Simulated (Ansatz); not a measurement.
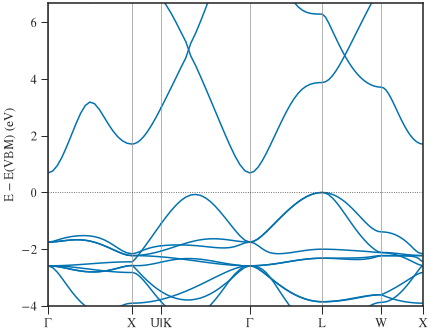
*Band structure from DFT-PBE in the program Ansatz with PAW potentials*

Problem. Read off the gap and where the band edges lie.

Solution. About 0.7 eV (0.69 eV by a search for the band edges); maximum at L, minimum at Γ.

The material is AgBr (rock salt, Fm-3m).

Symmetry was held in the PBE relaxation; phonons on a q-mesh show no instability. No spin polarisation was allowed. Scalar-relativistic: spin–orbit coupling is off unless named, which matters more the heavier the elements.

Potentials: the later of the program's two PAW sets.
